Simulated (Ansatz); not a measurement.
**C2H3F3S (methyl(trifluoromethyl) sulfide) at BHLYP/cc-pVDZ**

What is the vertical ionisation energy of C2H3F3S (methyl(trifluoromethyl) sulfide) at BHLYP/cc-pVDZ? 

Program for the calculation: Ansatz 0.2.0.

54 further runs of the same task are left out: 54 set aside as unsound or not needed. Runs told in other sessions of the task aren't counted.

### 1 The molecule

The species is C2H3F3S (9 atoms), meant as a singlet with charge 0. As SMILES, `CSC(F)(F)F`. The shape is that of a PBE0-D4/def2-TZVP optimisation.

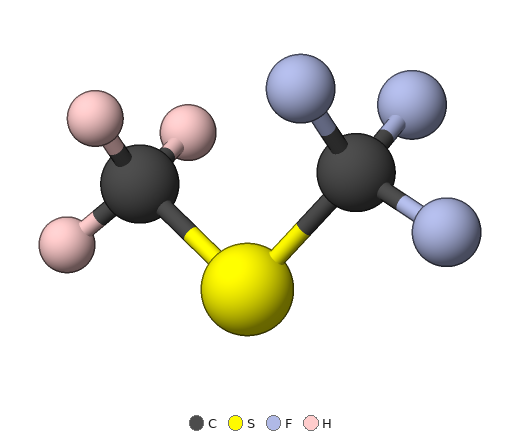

Viewed from a chosen angle; carbon dark grey, sulfur yellow, fluorine light blue, hydrogen pink.

### 2 A single-point energy at BHLYP/cc-pVDZ

input.yaml

```yaml
crystal:
  periodic: [false, false, false]
  atoms:
    - {symbol: C, position_ang: [-0.264600, -1.100100, 0.810100]}
    - {symbol: S, position_ang: [1.180700, -0.334500, 0.060100]}
    - {symbol: C, position_ang: [0.352400, 1.022800, -0.776800]}
    - {symbol: F, position_ang: [-0.550100, 0.609400, -1.673600]}
    - {symbol: F, position_ang: [1.270600, 1.742000, -1.418200]}
    - {symbol: F, position_ang: [-0.296500, 1.835600, 0.064500]}
    - {symbol: H, position_ang: [0.112500, -1.958300, 1.366300]}
    - {symbol: H, position_ang: [-0.961900, -1.447400, 0.049200]}
    - {symbol: H, position_ang: [-0.754400, -0.415800, 1.501300]}
basis:
  gaussian:
    orbitals: cc-pVDZ
hamiltonian:
  xc: {name: BHLYP}
accuracy: high
output: {orbitals: {seedname: orbitals}}
```

Command:

```sh
$ ansatz run input.yaml --threads 1 --pin off --max-ram 2610MiB --events-out events.jsonl --progress --plain --runs-dir runs
```

The program printed:

```text
Warning: RAYON_NUM_THREADS=1 ignored (pool sized by the plan → 1); use --threads N
Functional definition: BHLYP
  name "BHLYP"
  parameter a = 0.5
  exchange = (1 - a)*b88_x + a*exact_x
  correlation = lyp_c
2387 factors; integrals over basis functions are off by at most 3.8e-9 eV
mean field evaluation 1: about -21100.5400 eV, gradient 4.6e1 eV
mean field evaluation 2: about -21100.2816 eV, gradient 5.0e1 eV
mean field evaluation 4: about -21104.4064 eV, gradient 1.3e0 eV
mean field evaluation 8: about -21105.0067 eV, gradient 2.1e-1 eV
mean field evaluation 16: about -21105.0068 eV, gradient 3.0e-5 eV
mean field -21105.00680986 eV, -775.5946947748 hartree, gradient 3.9e-8 eV, S^2 0.000000; 0 other end points of the search recorded, 0 dependent functions left out
reference -21105.00683269 eV, -775.5946956140 hartree; 29, 29 occupied and 74, 74 virtual orbitals, 2387 factors
Total energy: -21105.00683269 eV, -775.5946956140 hartree
```

It took 15 s on 1 thread of Arm Neoverse V2, shared host; peak memory 0.41 GiB.

### 3 The doublet cation

molecule.yaml

```yaml
basis:
  gaussian:
    orbitals: cc-pVDZ
crystal:
  periodic: [false, false, false]
  atoms:
    - {symbol: C, position_ang: [-0.264600, -1.100100, 0.810100]}
    - {symbol: S, position_ang: [1.180700, -0.334500, 0.060100]}
    - {symbol: C, position_ang: [0.352400, 1.022800, -0.776800]}
    - {symbol: F, position_ang: [-0.550100, 0.609400, -1.673600]}
    - {symbol: F, position_ang: [1.270600, 1.742000, -1.418200]}
    - {symbol: F, position_ang: [-0.296500, 1.835600, 0.064500]}
    - {symbol: H, position_ang: [0.112500, -1.958300, 1.366300]}
    - {symbol: H, position_ang: [-0.961900, -1.447400, 0.049200]}
    - {symbol: H, position_ang: [-0.754400, -0.415800, 1.501300]}
total_charge: 1
magnetization:
  spin_polarized: true
  initial_magnetization: 1
hamiltonian:
  xc: {name: BHLYP}
accuracy: high
output: {orbitals: {seedname: orbitals}}
```

Command:

```sh
$ ansatz run molecule.yaml --threads 1 --pin off --max-ram 2610MiB --events-out events.jsonl --progress --plain --runs-dir runs
```

The program printed:

```text
Warning: RAYON_NUM_THREADS=1 ignored (pool sized by the plan → 1); use --threads N
[... 5 set-up lines as earlier in the session ...]
2389 factors; integrals over basis functions are off by at most 3.8e-9 eV
mean field evaluation 1: about -21087.5850 eV, gradient 4.6e1 eV
mean field evaluation 2: about -21086.0792 eV, gradient 5.2e1 eV
mean field evaluation 4: about -21094.9731 eV, gradient 1.6e0 eV
mean field evaluation 8: about -21095.1089 eV, gradient 1.4e-1 eV
mean field evaluation 16: about -21095.1092 eV, gradient 3.9e-4 eV
mean field evaluation 32: about -21095.1092 eV, gradient 4.6e-8 eV
mean field -21095.10918238 eV, -775.2309636738 hartree, gradient 4.6e-8 eV, S^2 0.755606; 0 other end points of the search recorded, 0 dependent functions left out
reference -21095.10920485 eV, -775.2309644998 hartree; 29, 28 occupied and 74, 75 virtual orbitals, 2389 factors
Total energy: -21095.10920485 eV, -775.2309644998 hartree
```

Wall time 26 s (1 thread of Arm Neoverse V2, shared host); peak memory 0.58 GiB.

### 4 What came out

At BHLYP/cc-pVDZ:

| quantity | value |
| --- | --- |
| singlet C2H3F3S: total energy | -775.59470 Eh |
| singlet C2H3F3S: HOMO energy | -8.60 eV |
| singlet C2H3F3S: LUMO energy | 1.62 eV |
| singlet C2H3F3S: HOMO–LUMO gap | 10.22 eV |
| doublet cation: total energy | -775.23096 Eh |
| doublet cation: HOMO energy (highest over α and β) | -17.81 eV |
| doublet cation: LUMO energy (lowest over α and β) | -11.20 eV |
| doublet cation: ⟨S²⟩ | 0.756 |
| vertical ionisation energy (to the doublet cation) | 9.898 eV |

The vertical ionisation energy comes to 9.90 eV (955 kJ/mol). The negative HOMO energy of the first species, 8.60 eV, lies 1.30 eV below that difference.
